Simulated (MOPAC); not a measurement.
**Run report: CH4Cl2HfOS, geometry relaxation (part 4 of 4)**

Continued. System: CH4Cl2HfOS. Method: PM6-DH+, closed shell, dispersion DH+ (MOPAC 23.2.5). The atoms were displaced at random from an optimised geometry.

Geometry of the input (Å):
```
C  -1.7887  0.0704  -0.3717
O  -0.4747  0.1376  -0.0760
Hf 1.3419  0.4546  0.2693
S  2.4361  -1.7202  0.3515
Cl 2.2876  1.8122  -1.3889
Cl 1.5582  1.5103  2.3751
H  -2.0729  0.5948  -1.2805
H  -2.1276  -0.9987  -0.4661
H  -2.3983  0.4889  0.4806
H  1.2714  -2.3450  0.0861
```

## Trajectory as extended XYZ, continued
```
10
Properties=species:S:1:pos:R:3:forces:R:3 step=44 energy=-20.21344
C    -1.8107    0.2793   -0.3484   -0.0017   0.0009  -0.0001
O    -0.4032    0.2661   -0.0709    0.0040   0.0011  -0.0004
Hf    1.3791    0.2254    0.2769    0.0035   0.0021  -0.0003
S     2.2485   -1.3436    0.3316    0.0025  -0.0035  -0.0002
Cl    2.1848    1.7340   -1.4204   -0.0005   0.0007  -0.0009
Cl    1.4481    1.4568    2.3470   -0.0029  -0.0006  -0.0002
H    -1.9654    0.8933   -1.2530   -0.0009   0.0001  -0.0001
H    -2.1356   -0.7621   -0.5109   -0.0002  -0.0003   0.0009
H    -2.3173    0.7263    0.5248   -0.0027  -0.0001   0.0007
H     2.7070   -2.6416    0.3244   -0.0011  -0.0003   0.0006
10
Properties=species:S:1:pos:R:3:forces:R:3 step=45 energy=-20.21344
C    -1.8105    0.2795   -0.3481   -0.0019   0.0010   0.0001
O    -0.4029    0.2663   -0.0710    0.0036   0.0008  -0.0003
Hf    1.3793    0.2254    0.2768    0.0027   0.0018  -0.0002
S     2.2486   -1.3437    0.3317    0.0020  -0.0035  -0.0001
Cl    2.1846    1.7340   -1.4207    0.0001   0.0006  -0.0006
Cl    1.4474    1.4565    2.3470   -0.0021  -0.0003  -0.0002
H    -1.9655    0.8935   -1.2527   -0.0006   0.0004  -0.0004
H    -2.1354   -0.7619   -0.5105   -0.0003  -0.0009   0.0009
H    -2.3169    0.7266    0.5253   -0.0027  -0.0001   0.0006
H     2.7065   -2.6419    0.3249   -0.0008   0.0002   0.0002
10
Properties=species:S:1:pos:R:3:forces:R:3 step=46 energy=-20.21345
C    -1.8099    0.2798   -0.3472   -0.0007   0.0004   0.0002
O    -0.4020    0.2674   -0.0713   -0.0001   0.0000   0.0004
Hf    1.3802    0.2254    0.2765   -0.0006  -0.0003  -0.0002
S     2.2484   -1.3443    0.3319   -0.0005   0.0001   0.0001
Cl    2.1839    1.7342   -1.4215    0.0018   0.0000   0.0001
Cl    1.4453    1.4559    2.3472    0.0001   0.0005  -0.0002
H    -1.9660    0.8934   -1.2519    0.0003   0.0006  -0.0001
H    -2.1345   -0.7618   -0.5089   -0.0003  -0.0016   0.0003
H    -2.3160    0.7268    0.5264   -0.0007   0.0003   0.0000
H     2.7049   -2.6430    0.3260    0.0007   0.0002  -0.0006
10
Properties=species:S:1:pos:R:3:forces:R:3 step=47 energy=-20.21345
C    -1.8102    0.2796   -0.3475   -0.0005   0.0003   0.0002
O    -0.4023    0.2672   -0.0712    0.0002   0.0000   0.0002
Hf    1.3800    0.2254    0.2766    0.0000   0.0002  -0.0002
S     2.2484   -1.3442    0.3318    0.0005  -0.0005  -0.0002
Cl    2.1841    1.7342   -1.4211    0.0012   0.0000  -0.0001
Cl    1.4460    1.4562    2.3471   -0.0006   0.0002  -0.0001
H    -1.9659    0.8933   -1.2522    0.0000   0.0002   0.0000
H    -2.1347   -0.7620   -0.5093   -0.0001  -0.0008   0.0003
H    -2.3164    0.7266    0.5260   -0.0007   0.0002   0.0001
H     2.7055   -2.6427    0.3257   -0.0001   0.0002  -0.0002
10
Properties=species:S:1:pos:R:3:forces:R:3 step=48 energy=-20.21345
C    -1.8102    0.2796   -0.3475   -0.0003   0.0001   0.0002
O    -0.4024    0.2672   -0.0712    0.0001   0.0001   0.0002
Hf    1.3800    0.2254    0.2765    0.0001   0.0001  -0.0001
S     2.2483   -1.3442    0.3318    0.0001  -0.0001  -0.0003
Cl    2.1842    1.7342   -1.4211    0.0011  -0.0001  -0.0001
Cl    1.4460    1.4562    2.3470   -0.0007   0.0001  -0.0001
H    -1.9659    0.8932   -1.2522    0.0000   0.0001   0.0001
H    -2.1347   -0.7621   -0.5093   -0.0001  -0.0004   0.0002
H    -2.3165    0.7265    0.5260   -0.0004   0.0001   0.0001
H     2.7054   -2.6427    0.3256    0.0002   0.0001  -0.0002
10
Properties=species:S:1:pos:R:3:forces:R:3 step=49 energy=-20.21345
C    -1.8102    0.2795   -0.3474    0.0003  -0.0005   0.0001
O    -0.4024    0.2673   -0.0711   -0.0008   0.0001   0.0002
Hf    1.3800    0.2254    0.2765   -0.0001  -0.0003  -0.0001
S     2.2483   -1.3443    0.3318   -0.0002   0.0006  -0.0006
Cl    2.1844    1.7343   -1.4210    0.0009  -0.0003   0.0000
Cl    1.4460    1.4563    2.3469   -0.0006  -0.0001  -0.0001
H    -1.9659    0.8931   -1.2522   -0.0001  -0.0005   0.0003
H    -2.1346   -0.7623   -0.5091    0.0001   0.0008   0.0000
H    -2.3167    0.7265    0.5260    0.0003   0.0000   0.0000
H     2.7053   -2.6428    0.3255    0.0001   0.0002   0.0000
10
Properties=species:S:1:pos:R:3:forces:R:3 step=50 energy=-20.21345
C    -1.8102    0.2794   -0.3474    0.0003  -0.0002   0.0003
O    -0.4024    0.2674   -0.0710   -0.0007  -0.0001   0.0001
Hf    1.3800    0.2254    0.2765   -0.0001  -0.0002   0.0000
S     2.2482   -1.3443    0.3317   -0.0003   0.0007  -0.0005
Cl    2.1845    1.7343   -1.4210    0.0008  -0.0003  -0.0001
Cl    1.4459    1.4563    2.3469   -0.0005  -0.0001   0.0000
H    -1.9660    0.8929   -1.2522   -0.0001  -0.0005   0.0002
H    -2.1345   -0.7624   -0.5089    0.0000   0.0008   0.0000
H    -2.3168    0.7264    0.5260    0.0004   0.0000   0.0001
H     2.7052   -2.6429    0.3254    0.0002   0.0001   0.0001
10
Properties=species:S:1:pos:R:3:forces:R:3 step=51 energy=-20.21345
C    -1.8103    0.2794   -0.3472    0.0002   0.0001   0.0002
O    -0.4024    0.2674   -0.0708   -0.0002  -0.0001  -0.0002
Hf    1.3800    0.2255    0.2765    0.0002   0.0001   0.0001
S     2.2483   -1.3443    0.3315   -0.0004   0.0003  -0.0004
Cl    2.1848    1.7342   -1.4210    0.0005  -0.0002   0.0000
Cl    1.4456    1.4564    2.3469   -0.0002  -0.0002   0.0000
H    -1.9660    0.8929   -1.2520   -0.0003  -0.0004  -0.0001
H    -2.1345   -0.7624   -0.5087   -0.0002   0.0005   0.0000
H    -2.3168    0.7265    0.5261    0.0001  -0.0001   0.0002
H     2.7050   -2.6429    0.3251    0.0004   0.0001   0.0002
10
Properties=species:S:1:pos:R:3:forces:R:3 step=52 energy=-20.21345
C    -1.8103    0.2794   -0.3470    0.0000   0.0003   0.0000
O    -0.4025    0.2674   -0.0706    0.0001  -0.0002  -0.0004
Hf    1.3800    0.2255    0.2765    0.0002   0.0001   0.0001
S     2.2483   -1.3442    0.3312   -0.0001  -0.0002   0.0000
Cl    2.1851    1.7341   -1.4211    0.0003   0.0001   0.0001
Cl    1.4452    1.4564    2.3469    0.0000  -0.0002   0.0000
H    -1.9660    0.8927   -1.2519   -0.0004  -0.0003  -0.0001
H    -2.1345   -0.7624   -0.5084   -0.0003   0.0002   0.0001
H    -2.3168    0.7266    0.5263    0.0000  -0.0001   0.0002
H     2.7051   -2.6428    0.3251    0.0002   0.0002   0.0001
10
Properties=species:S:1:pos:R:3:forces:R:3 step=53 energy=-20.21345
C    -1.8103    0.2794   -0.3470    0.0000   0.0001   0.0000
O    -0.4025    0.2674   -0.0706    0.0001  -0.0001  -0.0003
Hf    1.3800    0.2255    0.2765    0.0001   0.0001   0.0000
S     2.2484   -1.3442    0.3312    0.0000  -0.0001   0.0001
Cl    2.1852    1.7340   -1.4211    0.0003   0.0001   0.0001
Cl    1.4452    1.4564    2.3469    0.0001  -0.0001   0.0000
H    -1.9660    0.8928   -1.2518   -0.0005  -0.0002  -0.0001
H    -2.1346   -0.7624   -0.5084   -0.0003   0.0001   0.0001
H    -2.3168    0.7266    0.5263    0.0001   0.0000   0.0001
H     2.7053   -2.6427    0.3251    0.0001   0.0001   0.0001
10
Properties=species:S:1:pos:R:3:forces:R:3 step=54 energy=-20.21345
C    -1.8103    0.2795   -0.3469   -0.0001   0.0000  -0.0001
O    -0.4025    0.2674   -0.0706    0.0000   0.0000  -0.0001
Hf    1.3800    0.2255    0.2765    0.0000   0.0000   0.0000
S     2.2484   -1.3442    0.3312    0.0000   0.0000   0.0000
Cl    2.1851    1.7340   -1.4211    0.0003   0.0001   0.0001
Cl    1.4452    1.4563    2.3469    0.0001  -0.0001   0.0000
H    -1.9660    0.8928   -1.2518   -0.0005  -0.0001   0.0000
H    -2.1346   -0.7623   -0.5084   -0.0002  -0.0001   0.0000
H    -2.3167    0.7266    0.5264    0.0003   0.0001   0.0000
H     2.7054   -2.6427    0.3252    0.0000   0.0000   0.0001
10
Properties=species:S:1:pos:R:3:forces:R:3 step=55 energy=-20.21345
C    -1.8103    0.2795   -0.3469   -0.0001  -0.0001  -0.0001
O    -0.4025    0.2673   -0.0706    0.0000   0.0001  -0.0001
Hf    1.3800    0.2254    0.2765    0.0000   0.0000  -0.0001
S     2.2485   -1.3442    0.3312    0.0000   0.0001   0.0001
Cl    2.1852    1.7340   -1.4211    0.0002   0.0001   0.0001
Cl    1.4451    1.4563    2.3468    0.0001   0.0000   0.0000
H    -1.9660    0.8929   -1.2518   -0.0005   0.0000   0.0000
H    -2.1347   -0.7622   -0.5083   -0.0002  -0.0002   0.0000
H    -2.3167    0.7267    0.5264    0.0004   0.0002  -0.0001
H     2.7055   -2.6427    0.3252    0.0000  -0.0001   0.0000
10
Properties=species:S:1:pos:R:3:forces:R:3 step=56 energy=-20.21345
C    -1.8104    0.2795   -0.3469   -0.0001  -0.0003  -0.0002
O    -0.4025    0.2673   -0.0707   -0.0001   0.0002   0.0001
Hf    1.3800    0.2254    0.2765    0.0000  -0.0001  -0.0001
S     2.2485   -1.3441    0.3312    0.0001   0.0002   0.0000
Cl    2.1852    1.7340   -1.4211    0.0002   0.0001   0.0001
Cl    1.4451    1.4563    2.3468    0.0001   0.0000   0.0000
H    -1.9661    0.8929   -1.2517   -0.0004   0.0001   0.0001
H    -2.1349   -0.7622   -0.5082   -0.0001  -0.0003   0.0000
H    -2.3167    0.7268    0.5265    0.0004   0.0002  -0.0001
H     2.7056   -2.6426    0.3253   -0.0001  -0.0001   0.0000
10
Properties=species:S:1:pos:R:3:forces:R:3 step=57 energy=-20.21345
C    -1.8104    0.2795   -0.3468   -0.0001  -0.0002  -0.0001
O    -0.4025    0.2673   -0.0707   -0.0001   0.0001   0.0000
Hf    1.3799    0.2254    0.2764    0.0000  -0.0001  -0.0001
S     2.2485   -1.3441    0.3312    0.0000   0.0001   0.0000
Cl    2.1853    1.7340   -1.4211    0.0001   0.0001   0.0001
Cl    1.4451    1.4563    2.3468    0.0001   0.0000   0.0001
H    -1.9662    0.8928   -1.2517   -0.0002   0.0001   0.0001
H    -2.1349   -0.7622   -0.5081   -0.0001  -0.0003   0.0000
H    -2.3166    0.7268    0.5266    0.0003   0.0002  -0.0001
H     2.7056   -2.6426    0.3253    0.0000  -0.0001   0.0000
10
Properties=species:S:1:pos:R:3:forces:R:3 step=58 energy=-20.21345
C    -1.8105    0.2794   -0.3466    0.0000  -0.0001   0.0000
O    -0.4025    0.2672   -0.0709    0.0000   0.0001  -0.0001
Hf    1.3799    0.2254    0.2763    0.0000   0.0001   0.0000
S     2.2485   -1.3441    0.3313    0.0000  -0.0001   0.0000
Cl    2.1856    1.7341   -1.4209   -0.0001   0.0000   0.0000
Cl    1.4450    1.4563    2.3467    0.0000   0.0000   0.0000
H    -1.9667    0.8926   -1.2516    0.0003  -0.0001   0.0000
H    -2.1351   -0.7623   -0.5076    0.0001   0.0001   0.0001
H    -2.3164    0.7270    0.5268   -0.0001   0.0001   0.0000
H     2.7056   -2.6426    0.3254   -0.0001   0.0000   0.0000
10
Properties=species:S:1:pos:R:3:forces:R:3 step=59 energy=-20.21345
C    -1.8105    0.2794   -0.3467    0.0000   0.0000   0.0000
O    -0.4025    0.2673   -0.0709    0.0001   0.0000   0.0000
Hf    1.3799    0.2255    0.2763    0.0000   0.0000   0.0000
S     2.2485   -1.3441    0.3313    0.0000   0.0000   0.0000
Cl    2.1856    1.7341   -1.4210    0.0000   0.0000   0.0000
Cl    1.4450    1.4563    2.3468    0.0000   0.0000   0.0000
H    -1.9666    0.8926   -1.2516    0.0001  -0.0001   0.0000
H    -2.1350   -0.7623   -0.5077    0.0000   0.0000   0.0001
H    -2.3165    0.7269    0.5267    0.0000   0.0001   0.0000
H     2.7055   -2.6426    0.3254    0.0000   0.0000   0.0000
```

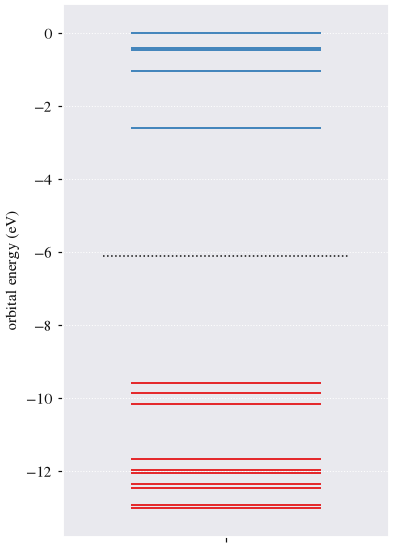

Orbital energies near the frontier; the dotted line parts filled from empty levels, and levels within 0.02 eV of each other stand side by side. Highest filled −9.59 eV, lowest empty −2.61 eV, 6.98 eV apart.

## Summary

- outcome: converged
- total energy: −45.455354 hartree
- dispersion energy: −0.002165 hartree
- heat of formation: −466.13 kcal/mol
- basis functions: 48
- largest force: 0.000 eV/Å
- HOMO: −9.59 eV
- LUMO: −2.61 eV
- dipole moment: 5.18 D
- wall time: 0.59 s
- peak memory: 0.074 GiB

MOPAC's energies along a path are heats of formation.
